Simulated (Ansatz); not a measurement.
# C3H7F (2-fluoropropane): HSE06/cc-pVDZ

What is the energy change on altering one bond length of C3H7F (2-fluoropropane) at HSE06/cc-pVDZ? 

The results are computed with Ansatz 0.2.0.

55 further runs of the same task are left out: 55 set aside as unsound or not needed.

### Step 1. Starting point

The species is C3H7F (11 atoms), meant as a singlet with charge 0. SMILES: `CC(C)F`. The coordinates come from a PBE0-D4/def2-TZVP relaxation.

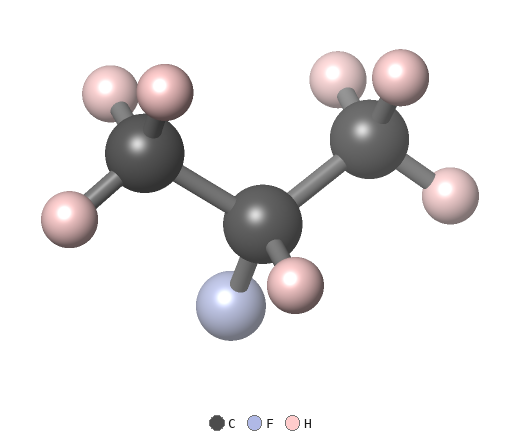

The structure, seen from a chosen angle (carbon dark grey, fluorine light blue, hydrogen pink).

### Step 2. The energy at HSE06/cc-pVDZ

The input, run.yaml:

```yaml
crystal:
  periodic: [false, false, false]
  atoms:
    - {symbol: C, position_ang: [-0.234500, 1.045100, -0.703000]}
    - {symbol: C, position_ang: [-0.479600, -0.306600, -0.081300]}
    - {symbol: C, position_ang: [0.626400, -0.766200, 0.834700]}
    - {symbol: F, position_ang: [-0.614100, -1.242400, -1.108400]}
    - {symbol: H, position_ang: [-1.041900, 1.303400, -1.390000]}
    - {symbol: H, position_ang: [-0.180600, 1.814100, 0.071000]}
    - {symbol: H, position_ang: [0.707700, 1.043900, -1.256000]}
    - {symbol: H, position_ang: [-1.436600, -0.307200, 0.453700]}
    - {symbol: H, position_ang: [1.578500, -0.788700, 0.299400]}
    - {symbol: H, position_ang: [0.417300, -1.766700, 1.216600]}
    - {symbol: H, position_ang: [0.722800, -0.085600, 1.683800]}
basis:
  gaussian:
    orbitals: cc-pVDZ
output: {orbitals: {seedname: orbitals}}
hamiltonian:
  xc: hse06
accuracy: high
```

Run with:

```bash
ansatz run run.yaml --threads 1 --pin off --max-ram 3480MiB --events-out events.jsonl --progress --plain --runs-dir runs
```

The log of the run:

```text
Warning: RAYON_NUM_THREADS=1 ignored (pool sized by the plan → 1); use --threads N
Functional definition: HSE06
  name "HSE06"
  parameter a = 0.25
  parameter omega = 0.11/bohr
  exchange = pbe_x - a*pbe_x_sr(omega) + a*exact_x_sr(omega)
  correlation = pbe_c
2224 factors; integrals over basis functions are off by at most 3.6e-9 eV
92 factors; integrals over basis functions are off by at most 1.7e-9 eV
mean field evaluation 1: about -5929.4029 eV, gradient 5.0e1 eV
mean field evaluation 2: about -5927.9834 eV, gradient 5.4e1 eV
mean field evaluation 4: about -5935.4279 eV, gradient 2.3e0 eV
mean field evaluation 8: about -5935.6757 eV, gradient 1.3e-1 eV
mean field evaluation 16: about -5935.6758 eV, gradient 5.5e-6 eV
mean field -5935.67575262 eV, -218.1320605633 hartree, gradient 7.7e-8 eV, S^2 0.000000; 0 other end points of the search recorded, 0 dependent functions left out
reference -5935.67575575 eV, -218.1320606781 hartree; 17, 17 occupied and 74, 74 virtual orbitals, 2224 factors
Total energy: -5935.67575575 eV, -218.1320606781 hartree
```

It took 8.4 s on 1 thread of Arm Neoverse V1, shared host; peak memory 0.33 GiB.

### Step 3. The distorted shape at the same level

The input, molecule.yaml:

```yaml
basis:
  gaussian:
    orbitals: cc-pVDZ
crystal:
  periodic: [false, false, false]
  atoms:
    - {symbol: C, position_ang: [-0.375854, 1.045280, -0.620036]}
    - {symbol: C, position_ang: [-0.620954, -0.306420, 0.001664]}
    - {symbol: C, position_ang: [0.485046, -0.766020, 0.917664]}
    - {symbol: F, position_ang: [-0.755454, -1.242220, -1.025436]}
    - {symbol: H, position_ang: [-1.183254, 1.303580, -1.307036]}
    - {symbol: H, position_ang: [-0.321954, 1.814280, 0.153964]}
    - {symbol: H, position_ang: [0.707700, 1.043900, -1.256000]}
    - {symbol: H, position_ang: [-1.577954, -0.307020, 0.536664]}
    - {symbol: H, position_ang: [1.437146, -0.788520, 0.382364]}
    - {symbol: H, position_ang: [0.275946, -1.766520, 1.299564]}
    - {symbol: H, position_ang: [0.581446, -0.085420, 1.766764]}
accuracy: high
output: {orbitals: {seedname: orbitals}}
hamiltonian:
  xc: hse06
```

Run with:

```bash
ansatz run molecule.yaml --threads 1 --pin off --max-ram 3480MiB --events-out events.jsonl --progress --plain --runs-dir runs
```

The log of the run:

```text
Warning: RAYON_NUM_THREADS=1 ignored (pool sized by the plan → 1); use --threads N
Functional definition: HSE06
  name "HSE06"
  parameter a = 0.25
  parameter omega = 0.11/bohr
  exchange = pbe_x - a*pbe_x_sr(omega) + a*exact_x_sr(omega)
  correlation = pbe_c
2225 factors; integrals over basis functions are off by at most 3.5e-9 eV
94 factors; integrals over basis functions are off by at most 1.3e-9 eV
mean field evaluation 1: about -5929.2295 eV, gradient 4.9e1 eV
mean field evaluation 2: about -5927.3754 eV, gradient 5.5e1 eV
mean field evaluation 4: about -5935.1304 eV, gradient 2.4e0 eV
mean field evaluation 8: about -5935.3730 eV, gradient 1.3e-1 eV
mean field evaluation 16: about -5935.3730 eV, gradient 4.1e-5 eV
mean field -5935.37304160 eV, -218.1209361384 hartree, gradient 4.1e-8 eV, S^2 0.000000; 0 other end points of the search recorded, 0 dependent functions left out
reference -5935.37304477 eV, -218.1209362550 hartree; 17, 17 occupied and 74, 74 virtual orbitals, 2225 factors
Total energy: -5935.37304477 eV, -218.1209362550 hartree
```

Wall time 8.4 s (1 thread of Arm Neoverse V1, shared host); peak memory 0.33 GiB.

### Step 4. Outcome

At HSE06/cc-pVDZ:

| quantity | value |
| --- | --- |
| first shape: total energy | -218.13206 Eh |
| first shape: HOMO energy | -8.53 eV |
| first shape: LUMO energy | 1.58 eV |
| first shape: HOMO–LUMO gap | 10.12 eV |
| distorted shape: total energy | -218.12094 Eh |
| distorted shape: HOMO energy | -8.52 eV |
| distorted shape: LUMO energy | 1.50 eV |
| distorted shape: HOMO–LUMO gap | 10.01 eV |
| energy change with the C1–H7 bond stretched from 1.092 to 1.256 Å | 0.303 eV |

**Reading.** With the C1–H7 bond stretched from 1.092 to 1.256 Å the energy rises by 0.30 eV (7.0 kcal/mol). The first shape isn't relaxed at this level, so the change isn't measured from a minimum.
